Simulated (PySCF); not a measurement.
```csv
atom,x (Å),y (Å),z (Å)
C,-0.9656,-0.9611,-0.1922
Si,0.2295,0.5002,-0.2578
O,-0.5466,1.7812,0.3545
S,1.9663,0.1612,0.9918
H,-1.9070,-0.6930,-0.6599
H,-0.5677,-1.8238,-0.7179
H,-1.1764,-1.2613,0.8309
H,0.7360,0.7856,-1.5968
H,-0.0886,2.4983,0.7854
H,2.3289,-0.9826,0.4394
```

Geometry: GFN2-xTB.

Method: PBE0/pcSseg-1, SCF density, gas phase, non-relativistic (PySCF).

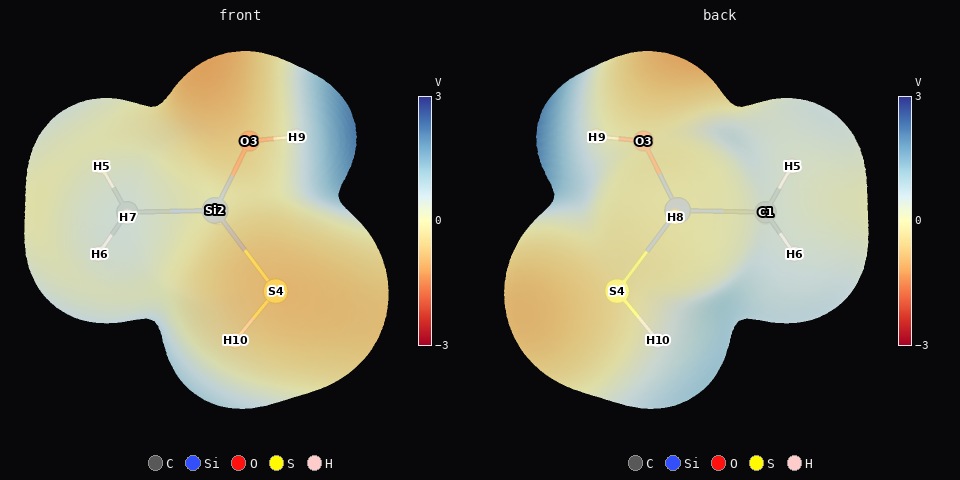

CH6OSSi. The electrostatic potential painted on the density surface at 0.001 e/bohr³, seen from the front and from behind; the colour scale runs from red (negative) to blue (positive).

**Which sites attract a positive test charge, and which a negative one?**

A positive charge is drawn to the negative regions and a negative charge to the positive ones. The most negative region (about −1.1 V) lies over O3, the most positive (about +2.1 V) over H9. O3 is the likeliest acceptor of a hydrogen bond.

**What dipole moment does the calculation give?**

Its dipole moment is 0.92 D.
